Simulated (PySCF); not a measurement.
# HNO (nitroxyl): B3LYP/6-31G(d) (spherical functions)

Aim: the energy change on altering one bond length of HNO (nitroxyl) at B3LYP/6-31G* (spherical functions), from 2 runs. Input form: a Python script.

The results are computed with PySCF 2.14.0.

5 further runs of the same task are left out: 5 set aside as unsound or not needed. Runs told in other sessions of the task aren't counted.

## 1. The structure to begin with

The species is HNO (3 atoms), meant as a singlet with charge 0. SMILES: `N=O`. The coordinates come from a GFN2-xTB relaxation.

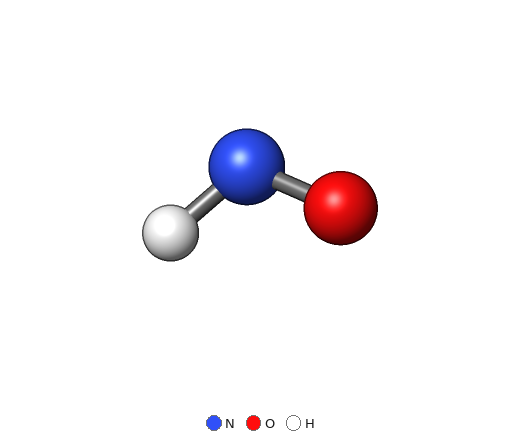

The structure, seen from a chosen angle (nitrogen blue, oxygen red, hydrogen white).

## 2. The energy at B3LYP/6-31G(d) (spherical functions)

Input file calc.py:

```python
from pyscf import gto, dft

mol = gto.M(
    atom='''
N     -0.521451     0.561664    -0.216903
O      1.452406     0.789962     0.880896
H     -0.930955    -1.351608    -0.664012
''',
    max_memory=1860,
    unit='bohr',
    spin=0,
    basis='6-31g*',
    verbose=3,
)

ks = dft.RKS(mol, xc='b3lyp')
ks.grids.level = 5
ks.conv_tol = 1e-10
ks.kernel()
if not ks.converged:
    ks = ks.newton().run(ks.mo_coeff, ks.mo_occ)

e_tot = ks.e_tot
print('Final energy', e_tot)
```

On the command line:

```console
$ OMP_NUM_THREADS=1 python calc.py
```

The program printed:

```text
converged SCF energy = -130.464153073852
Final energy -130.46415307385175
```

Wall time 2.4 s (1 thread of Arm Neoverse V1, shared host); peak memory 0.2 GiB.

## 3. The distorted shape, same level

Input file run.py:

```python
from pyscf import gto, dft

mol = gto.M(
    atom='''
N       -0.210931       0.600954      -0.043801
O        0.833589       0.721764       0.537129
H       -0.492640      -0.715240      -0.351380
''',
    spin=0,
    charge=0,
    max_memory=1860,
    verbose=4,
    basis='6-31g*',
)

mf = dft.RKS(mol)
mf.xc = 'b3lyp'
mf.conv_tol = 1e-10
mf.grids.level = 5
mf.kernel()
if not mf.converged:
    mf = mf.newton().run(mf.mo_coeff, mf.mo_occ)

e_tot = mf.e_tot
print('Final energy', e_tot)
```

On the command line:

```console
$ OMP_NUM_THREADS=1 python run.py
```

The program printed:

```text
PySCF version 2.14.0

[INPUT] num. atoms = 3
[INPUT] num. electrons = 16
[INPUT] charge = 0
[INPUT] spin (= nelec alpha-beta = 2S) = 0
[INPUT] symmetry False subgroup None
[INPUT] Mole.unit = angstrom
[INPUT] Symbol           X                Y                Z      unit          X                Y                Z       unit  Magmom
[INPUT]  1 N     -0.210931000000   0.600954000000  -0.043801000000 AA   -0.398601821181   1.135638473462  -0.082771893982 Bohr   0.0
[INPUT]  2 O      0.833589000000   0.721764000000   0.537129000000 AA    1.575254910450   1.363936286571   1.015026703562 Bohr   0.0
[INPUT]  3 H     -0.492640000000  -0.715240000000  -0.351380000000 AA   -0.930954678006  -1.351607713334  -0.664011965650 Bohr   0.0

nuclear repulsion = 29.322289121986
number of shells = 14
number of NR pGTOs = 58
number of NR cGTOs = 30
basis = 6-31g*
ecp = {}

******** <class 'pyscf.dft.rks.RKS'> ********
method = RKS
initial guess = minao
damping factor = 0
level_shift factor = 0
DIIS = <class 'pyscf.scf.diis.CDIIS'>
diis_start_cycle = 1
diis_space = 8
diis_damp = 0
SCF conv_tol = 1e-10
SCF conv_tol_grad = None
SCF max_cycles = 50
direct_scf = True
direct_scf_tol = 1e-13
XC library pyscf.dft.libxc version 7.0.0
    S. Lehtola, C. Steigemann, M. J.T. Oliveira, and M. A.L. Marques.,  SoftwareX 7, 1–5 (2018)
XC functionals = b3lyp
    P. J. Stephens, F. J. Devlin, C. F. Chabalowski, and M. J. Frisch.,  J. Phys. Chem. 98, 11623 (1994)
radial grids:
    Treutler-Ahlrichs [JCP 102, 346 (1995); DOI:10.1063/1.469408] (M4) radial grids

becke partition: Becke, JCP 88, 2547 (1988); DOI:10.1063/1.454033
pruning grids: <function nwchem_prune>
grids dens level: 5
symmetrized grids: False
atomic radii adjust function: <function treutler_atomic_radii_adjust>
small_rho_cutoff = 0
Set gradient conv threshold to 1e-05
Initial guess from minao.
tot grids = 108632
init E= -130.521836323211
  HOMO = -0.228788441165297  LUMO = -0.143447950479998  gap/eV = 2.32223
cycle= 1 E= -130.343210398867  delta_E= 0.179  |g|= 0.704  |ddm|= 1.91
  HOMO = -0.197771661368852  LUMO = -0.0865362680482091  gap/eV = 3.02687
cycle= 2 E= -129.600055424021  delta_E= 0.743  |g|= 2.07  |ddm|= 1.62
  HOMO = -0.254934166607324  LUMO = -0.131918424655018  gap/eV = 3.34743
cycle= 3 E= -130.438453541133  delta_E= -0.838  |g|= 0.0933  |ddm|= 1.33
  HOMO = -0.242457392869777  LUMO = -0.102452205233427  gap/eV = 3.80974
cycle= 4 E= -130.438860234625  delta_E= -0.000407  |g|= 0.0858  |ddm|= 0.219
  HOMO = -0.25097013258177  LUMO = -0.116625230066093  gap/eV = 3.65571
cycle= 5 E= -130.441025453282  delta_E= -0.00217  |g|= 0.011  |ddm|= 0.114
  HOMO = -0.250322936848593  LUMO = -0.115408600420983  gap/eV = 3.67121
cycle= 6 E= -130.441049578019  delta_E= -2.41e-05  |g|= 0.00193  |ddm|= 0.00761
  HOMO = -0.250362182287453  LUMO = -0.115503018969727  gap/eV = 3.66970
cycle= 7 E= -130.44105048418  delta_E= -9.06e-07  |g|= 0.000222  |ddm|= 0.00235
  HOMO = -0.250375941473836  LUMO = -0.115491933496346  gap/eV = 3.67038
cycle= 8 E= -130.441050497543  delta_E= -1.34e-08  |g|= 2.77e-05  |ddm|= 0.000212
  HOMO = -0.250372913706597  LUMO = -0.115488881705361  gap/eV = 3.67038
cycle= 9 E= -130.441050497704  delta_E= -1.6e-10  |g|= 6.07e-06  |ddm|= 2.4e-05
  HOMO = -0.250372958683455  LUMO = -0.115488790436444  gap/eV = 3.67039
cycle= 10 E= -130.44105049771  delta_E= -6.48e-12  |g|= 3.58e-07  |ddm|= 3.75e-06
  HOMO = -0.250372926330951  LUMO = -0.115488708979287  gap/eV = 3.67039
Extra cycle  E= -130.44105049771  delta_E= -1.71e-13  |g|= 6.39e-07  |ddm|= 7.54e-07
converged SCF energy = -130.44105049771
Final energy -130.44105049771048
```

Wall time 2.6 s (1 thread of Arm Neoverse V1, shared host); peak memory 0.2 GiB.

## 4. Summary of results

At B3LYP/6-31G* (spherical functions):

| quantity | value |
| --- | --- |
| first shape: total energy | -130.46415 Eh |
| first shape: dipole moment | 1.68 D |
| first shape: HOMO energy | -6.49 eV |
| first shape: LUMO energy | -2.80 eV |
| first shape: HOMO–LUMO gap | 3.69 eV |
| distorted shape: total energy | -130.44105 Eh |
| distorted shape: dipole moment | 0.77 D |
| distorted shape: HOMO energy | -6.81 eV |
| distorted shape: LUMO energy | -3.14 eV |
| distorted shape: HOMO–LUMO gap | 3.67 eV |
| energy change with the N1–H3 bond stretched from 1.062 to 1.381 Å | 0.629 eV |

**Reading.** With the N1–H3 bond stretched from 1.062 to 1.381 Å the energy rises by 0.63 eV (60.7 kJ/mol). The first shape isn't relaxed at this level, so the change isn't measured from a minimum. Mulliken charges (first shape) run from -0.22 on O2 to +0.28 on H3; they depend strongly on the basis. Mulliken charges (distorted shape) run from -0.16 on O2 to +0.12 on H3.
